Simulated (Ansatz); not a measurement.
## Fields on a plane of Cu2O (cuprite type, space group Pn-3m)

```xyz
6
Lattice="4.2221 0.0000 0.0000 0.0000 4.2221 0.0000 0.0000 0.0000 4.2221" Properties=species:S:1:pos:R:3 pbc="T T T"
Cu     3.1666     3.1666     3.1666
Cu     3.1666     1.0555     1.0555
Cu     1.0555     3.1666     1.0555
Cu     1.0555     1.0555     3.1666
O      0.0000     0.0000     0.0000
O      2.1110     2.1110     2.1110
```

The slice is a {100} plane (indices of the conventional cell) through the point (0.000, 0.000, 0.000) (fractional), spanned by u = [100] and v = [010] in vectors of this cell: u (4.22 Å) and v (4.22 Å, at 90° to u). It covers one period; positions are fractions (u, v).

Atoms on it: O at (0.00, 0.00).

Calculation: PBEsol (plane waves to 420 eV, PAW, scalar-relativistic; Ansatz, a quantum-chemistry and plane-wave program). k mesh 8×8×8. These are valence fields of a PAW run, semicore shells included where kept as valence: close to a nucleus they are smooth pseudo fields. Cu2O is run without spin polarisation. Cu2O was relaxed with its symmetry unable to fall. The PAW data are Ansatz's earlier set.

```
|@@#+-.                     .-+#@|
|%#*=:                       :=*#|
|++=:.                       .:=+|
|--:.                         .:-|
|..                             .|
|                                |
|                                |
|                                |
|                                |
|                                |
|                                |
|                                |
|                                |
|                                |
|                                |
|                                |
|                                |
|                                |
|                                |
|                                |
|                                |
|                                |
|                                |
|                                |
|                                |
|                                |
|..                             .|
|--:.                         .:-|
|++=:.                       .:=+|
|%#*=:                       :=*#|
|@@#+-.                     .-+#@|
|@@%+-.                     .-+%@|
```
Scale: ten equal steps from 0.005 (start of ' ') to 0.251 (end of '@'), in the order ' .:-=+*#%@'. Values: density of the lowest conduction band (whole band as if filled, smooth part) in e/Å³. The map has 32 points along u (one character each, u = 0 at the left) and 32 along v (v = 0 in the bottom row). 

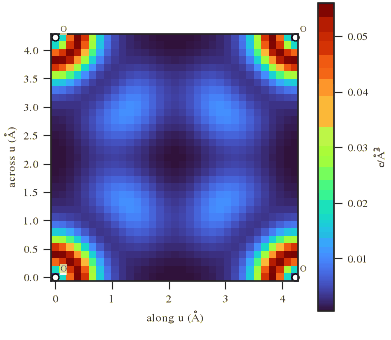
Figure: Density of the highest valence band (whole band, smooth part) in e/Å³, one period of the plane, atoms marked.
